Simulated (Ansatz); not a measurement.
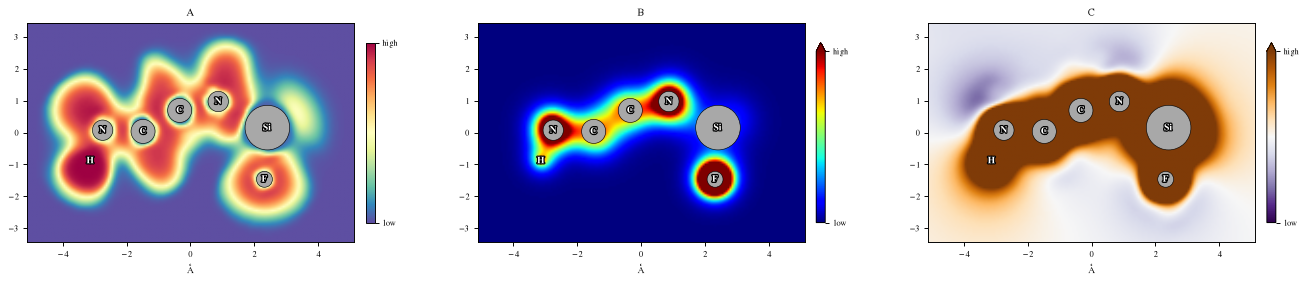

C₂H₃FN₂Si: 3 fields on the plane of atoms C2, C3 and N4, with unlabelled colour scales. Grey discs cover the atomic cores.

Computed with UKS PBE-D4/6-31G* (Ansatz 0.2.0).

### Which field does each panel show? The fields are: electron density, electron localisation function and electrostatic potential.

Panel A: electron localisation function. Panel B: electron density. Panel C: electrostatic potential (strongly positive close to the atoms, with negative regions outside electron-rich atoms). From the grid: C–N (1.24 Å): the density is about 2.8 e/Å³ at the midpoint; the ELF peaks at about 0.85 between the atoms; a short, multiple covalent bond. C–C (1.32 Å): ρ at the midpoint is about 2.2 e/Å³; the ELF peaks at about 0.90 between the atoms (a short, multiple covalent bond).
